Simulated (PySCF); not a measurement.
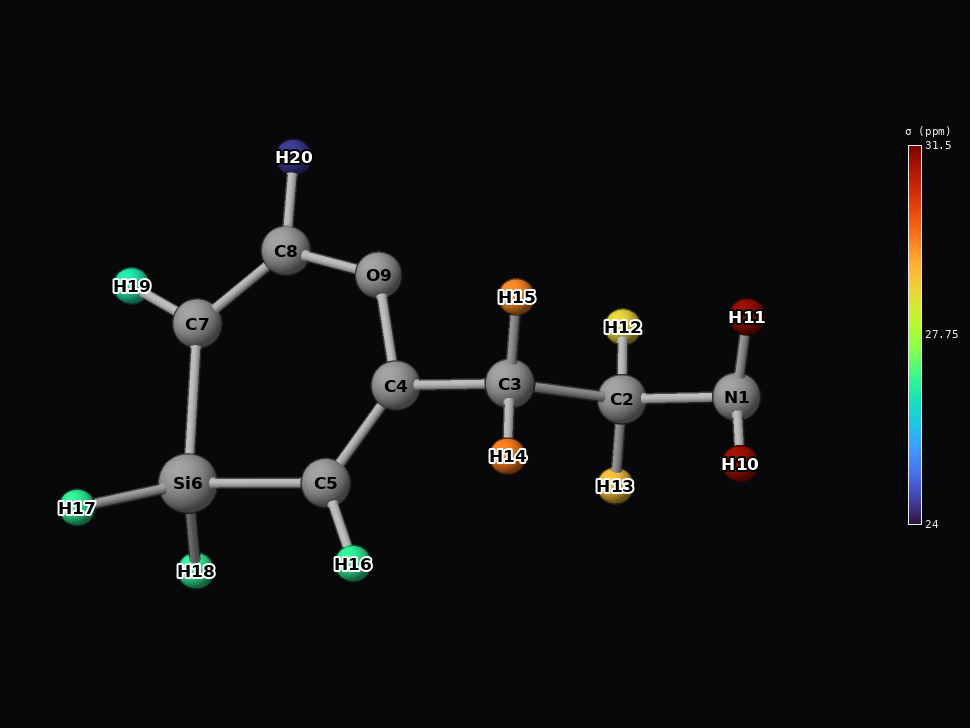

Atoms are coloured by their isotropic NMR shieldings (H only, the others grey). The computed structure is the end point of a GFN2-xTB optimisation. No frequency run is at hand to confirm it as a minimum. Properties computed with GIAO PBE0/pcSseg-1 NMR shielding, non-relativistic, gas phase (PySCF 2.14.0).

List the isotropic NMR shieldings of the H atoms.

```tsv
atom	σ (ppm)
H10	31.14
H11	31.20
H12	28.62
H13	28.92
H14	29.64
H15	29.53
H16	26.83
H17	26.82
H18	26.82
H19	26.61
H20	24.43
```

The geometry is semi-empirical. Around Si such bond lengths and angles can be off by a tenth of an ångström or more and by several degrees, and values that hang on the shape move with them.
